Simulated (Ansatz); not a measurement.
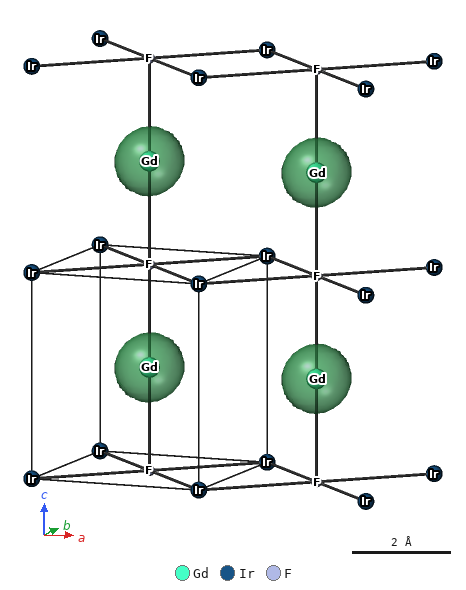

The picture shows: GdIrF. Isosurfaces of the spin density (up minus down) at +1 (green) and −1 e/Å³ (red), seen slightly off an axis. Sticks mark near contacts.

Space group P4/mmm; a structure generated by program, which may or may not match a known phase; spin-polarised.

Method: Ansatz, DFT PBE, scalar-relativistic, plane waves, PAW.

In a PAW calculation such maps are meaningful between the atoms, not at the nuclei.

```
Gd Ir F
1.0
     3.70584    0.00000    0.00000
     0.00000    3.70584    0.00000
     0.00000    0.00000    4.29261
Gd Ir F
1 1 1
Direct
  0.50000 0.50000 0.50000
  0.00000 0.00000 0.00000
  0.50000 0.50000 0.00000
```

Describe the spin distribution.

Answer. The spin density sits on Gd: +6.7 μB in one cell of 3 atoms, with smaller moments on other sites: Ir (up to +0.26 μB) and F (up to +0.05 μB): parallel moments, as they must be, since the calculation's own cell holds one magnetic site. The cell of the calculation (3 atoms) carries 7.4 μB of net spin moment. Only one sign reaches the isovalue.
